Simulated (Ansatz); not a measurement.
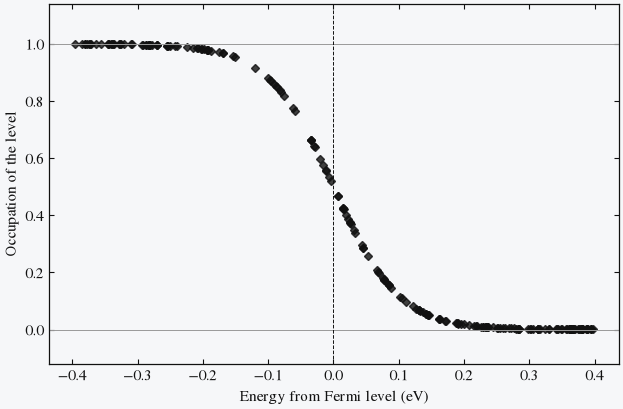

Occupations of the one-electron levels of the k mesh against their energy, from a run on FeO, space group Fm-3m, 2 atoms in the cell, with Ansatz.

### Which smearing scheme was used (Fermi-Dirac, Gaussian, Methfessel-Paxton or cold), and about what width?

Fermi-Dirac smearing with a width of 0.05 eV. The occupations stay between 0 and 1 and have long exponential tails; the slope at the Fermi level is 1/(4 × width).
